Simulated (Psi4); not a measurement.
# MP3/LANL2DZ (density fitting, core potential, density fitting for correlation, Cartesian functions) run of [SnH5]− (SMILES [H][Sn-]([H])([H])([H])[H])

What is the energy change on altering one bond length of [SnH5]− at MP3/LANL2DZ (density fitting, core potential, density fitting for correlation, Cartesian functions)? 

The results are computed with Psi4 1.11.

### Step 1. The system as given

The species is [SnH5]− (6 atoms), meant as a singlet with charge -1. As SMILES, `[H][Sn-]([H])([H])([H])[H]`. The shape comes from GFN2-xTB, which is rough for such elements, and wasn't checked as a minimum.

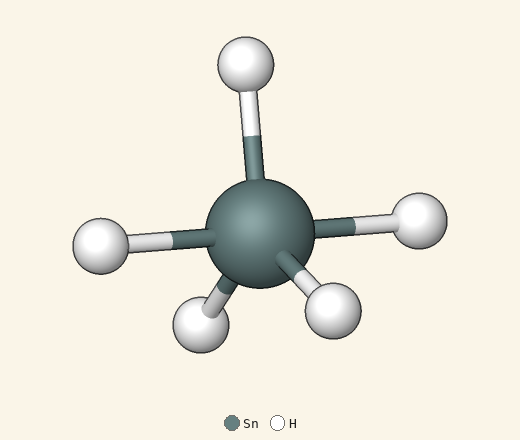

Viewed from a chosen angle; tin teal, hydrogen white.

### Step 2. The energy at MP3/LANL2DZ (density fitting, core potential, density fitting for correlation, Cartesian functions)

The input, input.json:

```json
{
  "schema_name": "qcschema_input",
  "schema_version": 1,
  "molecule": {
    "schema_name": "qcschema_molecule",
    "schema_version": 2,
    "symbols": ["Sn", "H", "H", "H", "H", "H"],
    "geometry": [0.00085038, -0.00266451, 0.00079368, -0.0379268, -0.01188638, 3.56362663, 0.03826695, 0.02025786, -3.56785962, 3.36896594, 0.02037125, 0.03564023, -1.70542114, 2.90256264, -0.00646286, -1.66475423, -2.92862196, -0.02573807],
    "molecular_charge": -1,
    "molecular_multiplicity": 1,
    "fix_symmetry": "c1",
    "fix_com": true,
    "fix_orientation": true
  },
  "driver": "energy",
  "model": {
    "method": "mp3",
    "basis": "LANL2DZ"
  },
  "keywords": {
    "scf_type": "disk_df",
    "num_frozen_docc": 0,
    "mp_type": "df"
  }
}
```

Started as:

```
$ psi4 --qcschema input.json -n 1 --memory 1600MB
```

stdout:

```text
[...]
    !!!  WARNING: ECP capability is in beta. Please check occupations closely.  !!!
[...]
  Running in c1 symmetry.
[...]
  Nuclear repulsion =    7.683823911028845
[...]
  Multiplicity = 1
[...]
  Nalpha       = 5
  Nbeta        = 5
[...]
    Number of basis functions: 18
[...]
   @DF-RHF iter   1:    -6.02368242801210   -8.74888e-01   4.84452e-03 ADIIS/DIIS
[...]
   @DF-RHF iter   7:    -6.03253057697109   -4.05542e-12   7.74871e-09 DIIS
[...]
    Orbital Energies [Eh]
    ---------------------
    Doubly Occupied:
       1A     -0.453202     2A     -0.242930     3A     -0.242604
       4A     -0.229942     5A     -0.093996
[...]
  @DF-RHF Final Energy:    -6.03253057697109
   => Energetics <=
    Nuclear Repulsion Energy =              7.6838239110288447
    One-Electron Energy =                 -24.9073607313634149
    Two-Electron Energy =                  11.1910062433634803
    Total Energy =                         -6.0325305769710891
[...]
 Multipole Moments:
 ------------------------------------------------------------------------------------
     Multipole            Electronic (a.u.)      Nuclear  (a.u.)        Total (a.u.)
 ------------------------------------------------------------------------------------
 L = 1.  Multiply by 2.5417464519 to convert [e a0] to [Debye]
 Dipole X            :         -0.0013900            0.0025322            0.0011423
 Dipole Y            :          0.0019295           -0.0079746           -0.0060451
 Dipole Z            :          0.0014481            0.0023810            0.0038291
 Magnitude           :                                                    0.0072464
[...]
	DF-MP2 Total Energy (a.u.)         :    -6.09850727835439
[...]
	DF-MP3 Total Energy (a.u.)         :    -6.11718972176803
[...]
```

The result, in JSON:

```text
{
 "driver": "energy",
 "model": {
  "method": "mp3",
  "basis": "LANL2DZ"
 },
 "success": true,
 "return_result": -6.117189721768028,
 "properties": {
  "calcinfo_nbasis": 18,
  "calcinfo_nmo": 18,
  "calcinfo_nalpha": 5,
  "calcinfo_nbeta": 5,
  "calcinfo_natom": 6,
  "nuclear_repulsion_energy": 7.683823911028845,
  "return_energy": -6.117189721768028,
  "scf_one_electron_energy": -24.907360731363415,
  "scf_two_electron_energy": 11.19100624336348,
  "scf_dipole_moment": [0.0011422852984064313, -0.0060450929472334325, 0.0038290961980332015],
  "scf_total_energy": -6.032530576971089,
  "scf_iterations": 7,
  "mp2_singles_energy": 0.0,
  "mp2_doubles_energy": -0.06597670138329637,
  "mp2_correlation_energy": -0.06597670138329637,
  "mp2_total_energy": -6.098507278354385
 }
}
```

It took 2 s on 1 thread of AMD EPYC 9R45 (Zen 5), shared host; peak memory 0.2 GiB.

### Step 3. The distorted shape

The input, run.py:

```python
import numpy as np
from ase.calculators.psi4 import Psi4
from ase import Atoms

mol = Atoms(['Sn', 'H', 'H', 'H', 'H', 'H'], positions=[
    [0.002430, -0.000197, -0.188458],
    [-0.018090, -0.005077, 1.696912],
    [0.020250, 0.010720, -1.888030],
    [1.784760, 0.011993, -0.170018],
    [-0.900490, 1.537183, -0.192298],
    [-0.878970, -1.548547, -0.202498],
])
calc = Psi4(atoms=mol, method='mp3', basis='LANL2DZ', memory='1600MB', num_threads=1, charge=-1, multiplicity=1, label='calc')
calc.psi4.set_options({'scf_type': 'disk_df', 'num_frozen_docc': 0, 'mp_type': 'df'})
mol.calc = calc

print(f'energy: {mol.get_potential_energy():.6f} eV')
```

Started as:

```
$ python run.py
```

calc.dat:

```text
[...]
    !!!  WARNING: ECP capability is in beta. Please check occupations closely.  !!!
[...]
  Running in c1 symmetry.
[...]
  Nuclear repulsion =    7.849016735499251
[...]
  Multiplicity = 1
[...]
  Nalpha       = 5
  Nbeta        = 5
[...]
    Number of basis functions: 18
[...]
   @DF-RHF iter   1:    -6.01802372463397   -8.55843e-01   5.40738e-03 DIIS/ADIIS
[...]
   @DF-RHF iter   8:    -6.02882976917630   -1.82343e-12   4.40407e-09 DIIS
[...]
    Orbital Energies [Eh]
    ---------------------
    Doubly Occupied:
       1A     -0.458086     2A     -0.243281     3A     -0.237548
       4A     -0.237223     5A     -0.091692
[...]
  @DF-RHF Final Energy:    -6.02882976917630
   => Energetics <=
    Nuclear Repulsion Energy =              7.8490167354992515
    One-Electron Energy =                 -25.2200345928932492
    Two-Electron Energy =                  11.3421880882177000
    Total Energy =                         -6.0288297691762978
[...]
 Multipole Moments:
 ------------------------------------------------------------------------------------
     Multipole            Electronic (a.u.)      Nuclear  (a.u.)        Total (a.u.)
 ------------------------------------------------------------------------------------
 L = 1.  Multiply by 2.5417464519 to convert [e a0] to [Debye]
 Dipole X            :          0.0132966           -0.0082194            0.0050772
 Dipole Y            :         -0.0198663            0.0127182           -0.0071481
 Dipole Z            :         -0.6219978            0.3265992           -0.2953986
 Magnitude           :                                                    0.2955287
[...]
	DF-MP2 Total Energy (a.u.)         :    -6.09395502084072
[...]
	DF-MP3 Total Energy (a.u.)         :    -6.11218184673525
[...]
```

On the terminal:

```text
energy: -166.320940 eV
```

Wall time 2 s (1 thread of AMD EPYC 9R45 (Zen 5), shared host); peak memory 0.2 GiB.

### Step 4. What came out

At MP3/LANL2DZ (density fitting, core potential, density fitting for correlation, Cartesian functions):

| quantity | value |
| --- | --- |
| first shape: total energy | -6.11719 Eh |
| first shape: HOMO energy (Hartree–Fock orbitals) | -2.56 eV |
| first shape: LUMO energy (Hartree–Fock orbitals) | 9.31 eV |
| first shape: HOMO–LUMO gap (to an unbound level, set by the basis) | 11.87 eV |
| first shape: correlation energy | -84.7 mEh |
| distorted shape: total energy | -6.11218 Eh |
| distorted shape: HOMO energy (Hartree–Fock orbitals) | -2.50 eV |
| distorted shape: LUMO energy (Hartree–Fock orbitals) | 9.39 eV |
| distorted shape: HOMO–LUMO gap (to an unbound level, set by the basis) | 11.89 eV |
| distorted shape: correlation energy | -83.4 mEh |
| energy change with the Sn1–H3 bond shortened from 1.889 to 1.700 Å | 0.136 eV |

**Reading.** With the Sn1–H3 bond shortened from 1.889 to 1.700 Å the energy rises by 0.14 eV (13.1 kJ/mol). The first shape isn't relaxed at this level, so the change isn't measured from a minimum.
